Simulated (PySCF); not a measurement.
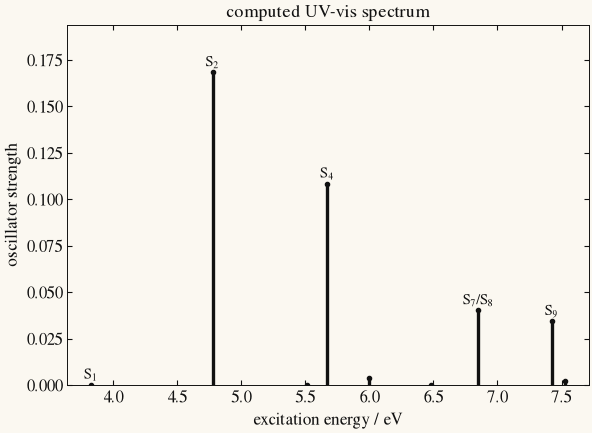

Vertical TDDFT excitations, B3LYP/def2-SVPD with PySCF, at a PBE0-D3(BJ)/def2-SVP geometry (no frequency check), gas phase. The lowest 10 singlet states are shown. States within 0.01 eV of each other are merged, with their strengths summed. The highest state may be half of a pair whose partner wasn't computed.

Which molecule gives this spectrum?
A. CH₉OPSi₂, SMILES C[Si@H](P)O[SiH3]
B. C₅H₅F, SMILES C#C[C@@H]1C[C@@H]1F
C. C₄H₅B, SMILES C#CBC=C

Option C. Its lowest singlet lies at 3.83 eV (f = 0.000) and the brightest of those computed is S2 at 4.78 eV (260 nm), f = 0.168, mainly HOMO−1 → LUMO (90 %).

Caveats: one conformer of a flexible molecule; core orbitals are frozen in the response.
